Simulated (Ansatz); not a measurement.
# Sn wire along [111], 26 atoms a period, H-terminated: bands by functional

Wanted: the relaxed geometry and the bands of the Sn wire along [111], 26 atoms a period, H-terminated.

Calculated with Ansatz 0.2.0; DFT PBE, plane waves, PAW; relaxation of a wire's period; PAW set soft_1, in the first sound run; inputs show where later runs differ.

## (1) The structure

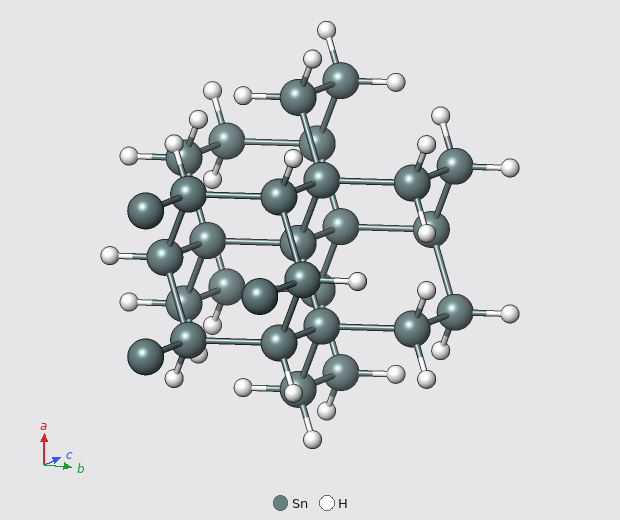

The starting structure, seen at a slant to the c axis (tin teal, hydrogen white). Some periodic images of atoms are drawn too.

The cell holds 56 atoms: 26 Sn and 30 H. Cell: a = 19.062 Å, b = 18.244 Å, c = 11.518 Å, α = 90.0°, β = 90.0°, γ = 90.0°. Vacuum lies along a and b. The structure's axis is c.

## (2) The relaxed wire

Band widths follow the bond lengths, so the wire is relaxed first. The atoms and the third cell vector are free; the box across stays fixed as vacuum. A Fermi-Dirac smearing is set since the result may be a metal. The pressure printed is a third of the stress's trace over the whole box, vacuum included; only the stress along the axis is relaxed.

input.yaml reads:

```yaml
crystal:
  lattice:
    - [19.062, 0.0, 0.0]
    - [0.0, 18.244, 0.0]
    - [0.0, 0.0, 11.5181378703]
  atoms:
    - { symbol: Sn, position: [0.376665568, 0.425606608, 0.0] }
    - { symbol: Sn, position: [0.500006773, 0.648818442, 0.0] }
    - { symbol: Sn, position: [0.376665568, 0.425606608, 0.25] }
    - { symbol: Sn, position: [0.500006773, 0.648818442, 0.25] }
    - { symbol: Sn, position: [0.623347978, 0.425606608, 0.25] }
    - { symbol: H, position: [0.301706539, 0.619632537, 0.282688573] }
    - { symbol: H, position: [0.500006773, 0.260766584, 0.282688573] }
    - { symbol: H, position: [0.698307007, 0.619632537, 0.282688573] }
    - { symbol: H, position: [0.301706539, 0.380388568, 0.30064476] }
    - { symbol: H, position: [0.500006773, 0.739254521, 0.30064476] }
    - { symbol: H, position: [0.698307007, 0.380388568, 0.30064476] }
    - { symbol: Sn, position: [0.376665568, 0.574414497, 0.333333333] }
    - { symbol: Sn, position: [0.500006773, 0.351202663, 0.333333333] }
    - { symbol: Sn, position: [0.623347978, 0.574414497, 0.333333333] }
    - { symbol: Sn, position: [0.376665568, 0.574414497, 0.583333333] }
    - { symbol: Sn, position: [0.500006773, 0.351202663, 0.583333333] }
    - { symbol: Sn, position: [0.623347978, 0.574414497, 0.583333333] }
    - { symbol: H, position: [0.178365334, 0.545228592, 0.616021906] }
    - { symbol: H, position: [0.253324363, 0.409574474, 0.616021906] }
    - { symbol: H, position: [0.301706539, 0.322016758, 0.616021906] }
    - { symbol: H, position: [0.301706539, 0.768440426, 0.616021906] }
    - { symbol: H, position: [0.376665568, 0.18636264, 0.616021906] }
    - { symbol: H, position: [0.451624598, 0.768440426, 0.616021906] }
    - { symbol: H, position: [0.548388949, 0.768440426, 0.616021906] }
    - { symbol: H, position: [0.623347978, 0.18636264, 0.616021906] }
    - { symbol: H, position: [0.698307007, 0.768440426, 0.616021906] }
    - { symbol: H, position: [0.698307007, 0.322016758, 0.616021906] }
    - { symbol: H, position: [0.746689183, 0.409574474, 0.616021906] }
    - { symbol: H, position: [0.821648212, 0.545228592, 0.616021906] }
    - { symbol: Sn, position: [0.253324363, 0.500010553, 0.666666667] }
    - { symbol: Sn, position: [0.376665568, 0.276798719, 0.666666667] }
    - { symbol: Sn, position: [0.376665568, 0.723222386, 0.666666667] }
    - { symbol: Sn, position: [0.500006773, 0.500010553, 0.666666667] }
    - { symbol: Sn, position: [0.623347978, 0.723222386, 0.666666667] }
    - { symbol: Sn, position: [0.623347978, 0.276798719, 0.666666667] }
    - { symbol: Sn, position: [0.746689183, 0.500010553, 0.666666667] }
    - { symbol: Sn, position: [0.253324363, 0.500010553, 0.916666667] }
    - { symbol: Sn, position: [0.376665568, 0.276798719, 0.916666667] }
    - { symbol: Sn, position: [0.376665568, 0.723222386, 0.916666667] }
    - { symbol: Sn, position: [0.500006773, 0.500010553, 0.916666667] }
    - { symbol: Sn, position: [0.623347978, 0.723222386, 0.916666667] }
    - { symbol: Sn, position: [0.623347978, 0.276798719, 0.916666667] }
    - { symbol: Sn, position: [0.746689183, 0.500010553, 0.916666667] }
    - { symbol: H, position: [0.178365334, 0.454792513, 0.967311427] }
    - { symbol: H, position: [0.253324363, 0.590446631, 0.967311427] }
    - { symbol: H, position: [0.301706539, 0.231580679, 0.967311427] }
    - { symbol: H, position: [0.301706539, 0.678004347, 0.967311427] }
    - { symbol: H, position: [0.376665568, 0.813658465, 0.967311427] }
    - { symbol: H, position: [0.451624598, 0.231580679, 0.967311427] }
    - { symbol: H, position: [0.548388949, 0.231580679, 0.967311427] }
    - { symbol: H, position: [0.623347978, 0.813658465, 0.967311427] }
    - { symbol: H, position: [0.698307007, 0.678004347, 0.967311427] }
    - { symbol: H, position: [0.698307007, 0.231580679, 0.967311427] }
    - { symbol: H, position: [0.746689183, 0.590446631, 0.967311427] }
    - { symbol: H, position: [0.821648212, 0.454792513, 0.967311427] }
    - { symbol: Sn, position: [0.623347978, 0.425606608, 0.0] }
kpoints:
  mp_grid: { grid: [1, 1, 7] }
scf:
  occupations: { method: fermi_dirac, width: 0.05 }
hamiltonian:
  xc: pbe
  pseudopotentials: { kind: paw, azcp: { folder: soft_1 } }
relax:
  cell: { fix: [a, b, alpha, beta, gamma] }
  max_steps: 45
  f_tol: 0.03
```

Run with:

```sh
$ ansatz run input.yaml --threads 4 --pin off --max-ram 16384MiB --backend cpu --events-out ev --progress --plain --runs-dir out
```

Numbers of over 12 decimals in the logs are rounded to 6 here.

What it wrote:

```text
Engine: ansatz 0.2.0, aarch64-unknown-linux-gnu
Pseudopotentials: kind: paw
Pseudopotential: Sn, paw, valence charge 14, recommended cutoff 420 eV (normal), soft_1/Sn.paw.azcp
Pseudopotential: H, paw, valence charge 1, recommended cutoff 420 eV (normal), soft_1/H.paw.azcp
Functional definition: PBE
  parameter kappa = 0.804
  parameter beta = 0.066725
  exchange = pbe_x(kappa = kappa, mu = beta*pi^2/3)
  correlation = pbe_c(beta = beta)
Crystal: 56 atoms, lattice volume = 4005.630 Å³
Basis set: ecut = 420 eV, 78265 PW (Γ), exchange–correlation on 256×250×160 points (8 copies of the dense FFT grid, shifted against one another)
Bands: 253, of which v1, the nominal top of the filled ones, is band 197 counted from 1 (196 counted from 0)
Symmetry: 4 space group operations
Space group: P2/m (ITA 10), of the structure as read, at distance tolerance 1.6e-4 Å
k-points: 4 of 7
Non-local potential: Sn, projectors of the file, l = 0: 2, l = 1: 2, l = 2: 2, l = 3: 1
Non-local potential: H, projectors of the file, l = 0: 2, l = 1: 1
PAW form: soft (Blöchl's): semilocal exchange-correlation on the pseudo side does not see the compensation charge
PAW one-centre angular grid: Sn, 590 points (default); XC on 64 Gauss nodes
PAW one-centre angular grid: H, 110 points (default); XC on 64 Gauss nodes
Initial density: superposition of atomic densities (neutral atoms: chi_scale 0, normalization atom)
Initial wavefunctions: pseudopotential atomic-orbital guess
Functional: x = pbe(κ = 0.804, μ = 0.219515), c = pbe(β = 0.066725)
SCF iter   1: F=—  HF=-157102.774631 eV  |F-HF|=—  |Δ(HF+E_count)|=         —  Δρ=2.59e-2  dr2=2.79e1  ethr=3.10e-3  ⟨swp⟩=7.0  Hψ=4643  notcnv=0  defer=68
preconditioner: auto → Resta (q_TF=auto, 1.854 Å⁻¹)  ε∞=1.7  [insulator: Δε(μ)=1.210 eV  Ē_g=8.088 eV  σ=0.050 eV  W_gap=1.00  n_scr=446 (ndim 8)  ℏωp=6.8 eV  f_vac=0.622  D(μ)=0.00/eV (n_scr^D=0)  ε∞_Penn≈1.7  vacuum switching on, ρ_ref=4.7e-3 e/Å³]
SCF iter   2: F=—  HF=-157095.833987 eV  |F-HF|=—  |Δ(HF+E_count)|=    6.94e0  Δρ=9.32e-3  dr2=4.94e0  ethr=3.10e-3  ⟨swp⟩=3.0  Hψ=1442  notcnv=0  defer=192
SCF iter   3: F=—  HF=-157095.033468 eV  |F-HF|=—  |Δ(HF+E_count)|=   8.01e-1  Δρ=3.57e-3  dr2=2.15e0  ethr=1.25e-3  ⟨swp⟩=3.5  Hψ=1394  notcnv=0  defer=192
SCF iter   4: F=—  HF=-157094.672737 eV  |F-HF|=—  |Δ(HF+E_count)|=   3.61e-1  Δρ=1.13e-3  dr2=1.18e-1  ethr=5.45e-4  ⟨swp⟩=4.0  Hψ=1110  notcnv=0  defer=192
SCF iter   5: F=—  HF=-157094.671383 eV  |F-HF|=—  |Δ(HF+E_count)|=   1.35e-3  Δρ=4.44e-4  dr2=6.72e-3  ethr=2.98e-5  ⟨swp⟩=2.0  Hψ=1397  notcnv=0  defer=192
SCF iter   6: F=—  HF=-157094.676061 eV  |F-HF|=—  |Δ(HF+E_count)|=   4.68e-3  Δρ=1.21e-4  dr2=7.95e-4  ethr=1.70e-6  ⟨swp⟩=2.0  Hψ=1088  notcnv=0  defer=192
SCF iter   7: F=—  HF=-157094.676763 eV  |F-HF|=—  |Δ(HF+E_count)|=   7.01e-4  Δρ=3.69e-5  dr2=3.35e-4  ethr=2.02e-7  ⟨swp⟩=2.2  Hψ=1675  notcnv=0  defer=192
SCF iter   8: F=—  HF=-157094.676728 eV  |F-HF|=—  |Δ(HF+E_count)|=   3.43e-5  Δρ=1.40e-5  dr2=1.41e-5  ethr=8.50e-8  ⟨swp⟩=2.0  Hψ=1032  notcnv=0  defer=192
SCF iter   9: F=—  HF=-157094.676211 eV  |F-HF|=—  |Δ(HF+E_count)|=   5.18e-4  Δρ=5.05e-6  dr2=1.19e-6  ethr=3.59e-9  ⟨swp⟩=2.0  Hψ=1608  notcnv=0  defer=192
SCF iter  10: F=—  HF=-157094.676214 eV  |F-HF|=—  |Δ(HF+E_count)|=   2.96e-6  Δρ=1.38e-6  dr2=1.21e-7  ethr=3.01e-10  ⟨swp⟩=2.0  Hψ=1608  notcnv=0  defer=192
SCF iter  11: F=-157094.676214 eV  HF=-157094.676214 eV  |F-HF|=5.82e-11  |Δ(HF+E_count)|=   1.98e-7  Δρ=4.14e-7  dr2=1.68e-8  ethr=2.54e-11  ⟨swp⟩=5.0  Hψ=3046  notcnv=0
SCF 1 converged in 11 iterations: F = -157094.676214 eV  dr2 = 1.68e-8
  greatest PAW one-centre occupation: 0.991 electrons in one spin orbital (limit 2), on the Sn atom at site 37 (counted from 0), in its partial waves of l = 2
relax step   1: F+E_penalty+E_count = -157094.67621384 eV  Δ(F+E_penalty+E_count) = +0.000e0 eV  max|allowed force component| = 2.714e-1 eV/Å  Δτ_max = 0.0000 Å  P = -0.312 GPa  Ω = 4005.630 Å³  fix = [a, b, alpha, beta, gamma]  reactions: a -0.318, b -0.318 GPa; alpha -0.000 GPa/rad  (11 SCF iters, dr2 threshold 1.00e-7 eV, accepted)
Crystal: 56 atoms, lattice volume = 3976.200 Å³
Basis set: ecut = 420 eV, 77649 PW (Γ), exchange–correlation on 256×250×160 points (8 copies of the dense FFT grid, shifted against one another)
Initial density: handed on by an earlier stage of this run
Initial wavefunctions: those handed on with the density
iter 1 solved again at ethr=3.09e-4 eV; its pass at ethr=3.10e-3 eV (dr2=1.22e0 eV) is discarded
SCF iter   1: F=—  HF=-157094.616365 eV  |F-HF|=—  |Δ(HF+E_count)|=         —  Δρ=6.41e-3  dr2=1.22e0  ethr=3.09e-4  ⟨swp⟩=5.8  Hψ=5354  notcnv=0  defer=2
preconditioner: auto → Resta (q_TF=auto, 1.856 Å⁻¹)  ε∞=1.7  [insulator: Δε(μ)=1.393 eV  Ē_g=7.976 eV  σ=0.050 eV  W_gap=1.00  n_scr=446 (ndim 8)  ℏωp=6.8 eV  f_vac=0.667  D(μ)=0.00/eV (n_scr^D=0)  ε∞_Penn≈1.7  vacuum switching on, ρ_ref=4.6e-3 e/Å³]
SCF iter   2: F=—  HF=-157094.421832 eV  |F-HF|=—  |Δ(HF+E_count)|=   1.95e-1  Δρ=3.24e-3  dr2=2.69e-1  ethr=3.08e-4  ⟨swp⟩=3.5  Hψ=1448  notcnv=0  defer=96
SCF iter   3: F=—  HF=-157094.413208 eV  |F-HF|=—  |Δ(HF+E_count)|=   8.62e-3  Δρ=6.32e-4  dr2=1.02e-1  ethr=6.82e-5  ⟨swp⟩=3.0  Hψ=1402  notcnv=0  defer=96
SCF iter   4: F=—  HF=-157094.395091 eV  |F-HF|=—  |Δ(HF+E_count)|=   1.81e-2  Δρ=1.95e-4  dr2=3.78e-3  ethr=2.59e-5  ⟨swp⟩=2.0  Hψ=1145  notcnv=0  defer=166
SCF iter   5: F=—  HF=-157094.394324 eV  |F-HF|=—  |Δ(HF+E_count)|=   7.67e-4  Δρ=6.63e-5  dr2=2.07e-4  ethr=9.59e-7  ⟨swp⟩=2.0  Hψ=1180  notcnv=0  defer=166
SCF iter   6: F=—  HF=-157094.394421 eV  |F-HF|=—  |Δ(HF+E_count)|=   9.68e-5  Δρ=2.16e-5  dr2=3.37e-5  ethr=5.24e-8  ⟨swp⟩=3.0  Hψ=1604  notcnv=0  defer=166
SCF iter   7: F=—  HF=-157094.394437 eV  |F-HF|=—  |Δ(HF+E_count)|=   1.61e-5  Δρ=6.22e-6  dr2=7.44e-6  ethr=8.55e-9  ⟨swp⟩=2.0  Hψ=1084  notcnv=0  defer=166
SCF iter   8: F=-157094.394437 eV  HF=-157094.394437 eV  |F-HF|=3.02e-7  |Δ(HF+E_count)|=   3.44e-7  Δρ=2.85e-6  dr2=3.61e-7  ethr=1.17e-9  ⟨swp⟩=5.0  Hψ=2930  notcnv=0
SCF 2 converged in 8 iterations: F = -157094.394437 eV  dr2 = 3.61e-7
  greatest PAW one-centre occupation: 0.990 electrons in one spin orbital (limit 2), on the Sn atom at site 39 (counted from 0), in its partial waves of l = 2
[...]
E sigma→0 (E₀):  -157095.178547 eV
Entropy (-TS):   -0.000000 eV (-0.000 meV/atom)
Fermi energy:    -1.549042 eV
--- Per-component energies (eV) ---
  E_band       = -6789.560396
  E_kinetic    = 4741.531389
  E_local      = -160124.593875  (includes V_loc(G=0)·N_el)
  E_nonlocal   = 3784.702370
  E_hartree    = 77836.902211
  E_xc         = -3505.210991
  E_vxc        = -2386.811982  (∫ρ·V_xc dr)
  E_paw        = -113649.083048  (= ΣΔE_a)
  E_vpaw       = -8478.173299  (= ΣTr[D̂ρ^β])
  E_aug_tail   = -0.019062  (compensation charges beyond the density's cutoff)
  E_ewald      = 33820.592459
  E_smearing   = -0.000000  (= −TS)
  E_closure    = 0.000000  (closes the sum)
  Σ components = -157095.178547   (vs F -157095.178547, Δ=0.00e0)
--- Forces (eV/Å), atoms counted from 1 ---
  atom   1  Sn    -0.00898717    -0.00534338    -0.00211218
  atom   2  Sn     0.00000000     0.01030317    -0.00179966
  atom   3  Sn    -0.00169206    -0.00096862     0.00407947
  atom   4  Sn     0.00000000     0.00194666     0.00421414
  atom   5  Sn     0.00169206    -0.00096862     0.00407947
  atom   6  H     -0.00342799     0.00194536    -0.00211654
  atom   7  H      0.00000000    -0.00388949    -0.00211540
  atom   8  H      0.00342799     0.00194536    -0.00211654
  atom   9  H     -0.00342799    -0.00194536     0.00211654
  atom  10  H      0.00000000     0.00388949     0.00211540
  atom  11  H      0.00342799    -0.00194536     0.00211654
  atom  12  Sn    -0.00169206     0.00096862    -0.00407947
  atom  13  Sn     0.00000000    -0.00194666    -0.00421414
  atom  14  Sn     0.00169206     0.00096862    -0.00407947
  atom  15  Sn    -0.00898717     0.00534338     0.00211218
  atom  16  Sn     0.00000000    -0.01030317     0.00179966
  atom  17  Sn     0.00898717     0.00534338     0.00211218
  atom  18  H      0.00119341     0.00502084    -0.00055809
  atom  19  H     -0.00917554    -0.01699061    -0.01574880
  atom  20  H     -0.01926066     0.00140522    -0.01612813
  atom  21  H     -0.00369230    -0.00370215    -0.00044908
  atom  22  H      0.00554263    -0.00165643    -0.00022317
  atom  23  H      0.01031493     0.01639349    -0.01623563
  atom  24  H     -0.01031493     0.01639349    -0.01623563
  atom  25  H     -0.00554263    -0.00165643    -0.00022317
  atom  26  H      0.00369230    -0.00370215    -0.00044908
  atom  27  H      0.01926066     0.00140522    -0.01612813
  atom  28  H      0.00917554    -0.01699061    -0.01574880
  atom  29  H     -0.00119341     0.00502084    -0.00055809
  atom  30  Sn     0.01166282    -0.01713486     0.01155232
  atom  31  Sn    -0.00983079     0.01817083     0.01171098
  atom  32  Sn     0.02083953    -0.00110738     0.01189721
  atom  33  Sn     0.00000000     0.00007910     0.02035381
  atom  34  Sn    -0.02083953    -0.00110738     0.01189721
  atom  35  Sn     0.00983079     0.01817083     0.01171098
  atom  36  Sn    -0.01166282    -0.01713486     0.01155232
  atom  37  Sn     0.01166282     0.01713486    -0.01155232
  atom  38  Sn     0.02083953     0.00110738    -0.01189721
  atom  39  Sn    -0.00983079    -0.01817083    -0.01171098
  atom  40  Sn     0.00000000    -0.00007910    -0.02035381
[...]
atom  45  H     -0.00917554     0.01699061     0.01574880
  atom  46  H     -0.00369230     0.00370215     0.00044908
  atom  47  H     -0.01926066    -0.00140522     0.01612813
  atom  48  H      0.00554263     0.00165643     0.00022317
  atom  49  H      0.01031493    -0.01639349     0.01623563
  atom  50  H     -0.01031493    -0.01639349     0.01623563
  atom  51  H     -0.00554263     0.00165643     0.00022317
  atom  52  H      0.01926066    -0.00140522     0.01612813
  atom  53  H      0.00369230     0.00370215     0.00044908
  atom  54  H      0.00917554     0.01699061     0.01574880
  atom  55  H     -0.00119341    -0.00502084     0.00055809
  atom  56  Sn     0.00898717    -0.00534338    -0.00211218
  max |Σ_I F_I| component: 2.26e-17 eV/Å
--- Stress (GPa, compression-positive) ---
        0.008915       0.000000       0.000000
        0.000000       0.008741      -0.000131
        0.000000      -0.000131       0.004898
  P = ⅓ Tr σ = 0.0075 GPa (0.075 kbar)
--- Relaxed structure (7 steps of the walk, 6 accepted, 1 SCFs on fresh bases) ---
  F+E_penalty+E_count = -157095.17854680 eV   max|allowed force component| = 2.084e-2 eV/Å   (the final SCF, on the basis selected at the relaxed cell)
  cell:  # Å, volume = 3981.9113 Å³
    - [19.062, 0.0, 0.0]
    - [0.0, 18.244, 0]
    - [0.0, 0, 11.449936]
  atoms:
    - { symbol: Sn, position: [0.377030, 0.425836, -0.00113333] }
    - { symbol: Sn, position: [0.5, 0.648375, -0.0011426] }
    - { symbol: Sn, position: [0.379219, 0.427149, 0.248193] }
    - { symbol: Sn, position: [0.5, 0.645737, 0.248184] }
    - { symbol: Sn, position: [0.620781, 0.427149, 0.248193] }
    - { symbol: H, position: [0.304795, 0.617765, 0.283820] }
    - { symbol: H, position: [0.5, 0.264497, 0.283824] }
    - { symbol: H, position: [0.695205, 0.617765, 0.283820] }
    - { symbol: H, position: [0.304795, 0.382256, 0.299513] }
    - { symbol: H, position: [0.5, 0.735524, 0.299509] }
    - { symbol: H, position: [0.695205, 0.382256, 0.299513] }
    - { symbol: Sn, position: [0.379219, 0.572872, 0.335141] }
    - { symbol: Sn, position: [0.5, 0.354284, 0.335149] }
    - { symbol: Sn, position: [0.620781, 0.572872, 0.335141] }
    - { symbol: Sn, position: [0.377030, 0.574185, 0.584467] }
    - { symbol: Sn, position: [0.5, 0.351646, 0.584476] }
    - { symbol: Sn, position: [0.622970, 0.574185, 0.584467] }
    - { symbol: H, position: [0.181378, 0.561561, 0.625936] }
    - { symbol: H, position: [0.240786, 0.422912, 0.606030] }
    - { symbol: H, position: [0.306482, 0.303971, 0.606036] }
    - { symbol: H, position: [0.289661, 0.757539, 0.625914] }
    - { symbol: H, position: [0.391695, 0.180920, 0.625928] }
    - { symbol: H, position: [0.434291, 0.773103, 0.606052] }
    - { symbol: H, position: [0.565709, 0.773103, 0.606052] }
    - { symbol: H, position: [0.608305, 0.180920, 0.625928] }
    - { symbol: H, position: [0.710339, 0.757539, 0.625914] }
    - { symbol: H, position: [0.693518, 0.303971, 0.606036] }
    - { symbol: H, position: [0.759214, 0.422912, 0.606030] }
    - { symbol: H, position: [0.818622, 0.561561, 0.625936] }
    - { symbol: Sn, position: [0.252030, 0.508205, 0.668934] }
    - { symbol: Sn, position: [0.382809, 0.271527, 0.668941] }
    - { symbol: Sn, position: [0.369208, 0.720284, 0.668928] }
    - { symbol: Sn, position: [0.5, 0.500007, 0.666644] }
    - { symbol: Sn, position: [0.630792, 0.720284, 0.668928] }
    - { symbol: Sn, position: [0.617191, 0.271527, 0.668941] }
    - { symbol: Sn, position: [0.747970, 0.508205, 0.668934] }
    - { symbol: Sn, position: [0.252030, 0.491816, 0.914400] }
    - { symbol: Sn, position: [0.369208, 0.279737, 0.914405] }
    - { symbol: Sn, position: [0.382809, 0.728495, 0.914392] }
    - { symbol: Sn, position: [0.5, 0.500014, 0.916689] }
    - { symbol: Sn, position: [0.617191, 0.728495, 0.914392] }
    - { symbol: Sn, position: [0.630792, 0.279737, 0.914405] }
    - { symbol: Sn, position: [0.747970, 0.491816, 0.914400] }
    - { symbol: H, position: [0.181378, 0.438460, 0.957397] }
    - { symbol: H, position: [0.240786, 0.577109, 0.977304] }
    - { symbol: H, position: [0.289661, 0.242482, 0.957419] }
    - { symbol: H, position: [0.306482, 0.696050, 0.977297] }
    - { symbol: H, position: [0.391695, 0.819101, 0.957405] }
    - { symbol: H, position: [0.434291, 0.226918, 0.977282] }
    - { symbol: H, position: [0.565709, 0.226918, 0.977282] }
    - { symbol: H, position: [0.608305, 0.819101, 0.957405] }
    - { symbol: H, position: [0.693518, 0.696050, 0.977297] }
    - { symbol: H, position: [0.710339, 0.242482, 0.957419] }
    - { symbol: H, position: [0.759214, 0.577109, 0.977304] }
    - { symbol: H, position: [0.818622, 0.438460, 0.957397] }
    - { symbol: Sn, position: [0.622970, 0.425836, -0.00113333] }
[key lines of the parts left out:]
SCF converged after 5 iterations
Free energy (F): -157095.178547 eV
```

The job ended after 12 min (4 threads of Arm Neoverse V1, shared host; peak memory 12 GiB).

(Part 1 of 2 ends here.)

[Logs are printed without paths, hosts, clocks, repeated set-up lines and the standing remarks that a program may print on its own settings, such as how far it seeks lower states.]

[Hosts, paths, dates, database ids (printed as entryN), source tags and the programs' standing remarks are cut or masked in the printed files.]
